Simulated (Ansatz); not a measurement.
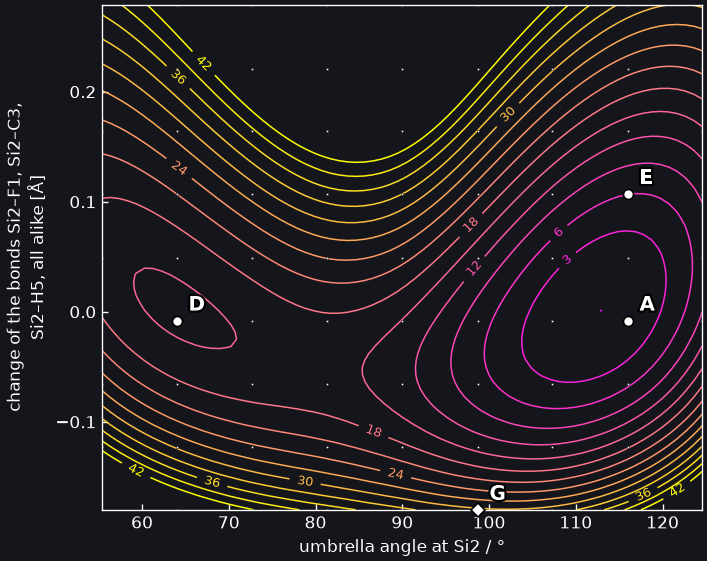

CHFSSi, SMILES F[SiH]=C=S. 
- Coordinates scanned: (1) umbrella angle at Si2 (between each of its bonds and their common axis; 90 is planar); (2) change of the bonds Si2–F1, Si2–C3, Si2–H5, all alike.
- Nothing is relaxed (all other coordinates rigid).
- The grid has 9 × 9 points.
- Points are written as (first, second).
- All energies are given in kcal/mol relative to the relaxed molecule at the same level.
- Computed with RKS B3LYP-D4/def2-TZVP (Ansatz 0.2.0).

Drawn: contour lines labelled in kcal/mol (none above 42), dots at the grid points, lettered points. Between grid points the surface is interpolated.

**What kind of point is each of A, D: minimum, saddle, maximum or slope?**

A: minimum; D: minimum. (In these two coordinates alone; a stationary point may lie a little off the grid point.)

**Rank the lettered points by energy, lowest first.**

A (0.8 kcal/mol), E (6.0 kcal/mol), D (14.6 kcal/mol), G (30.6 kcal/mol).
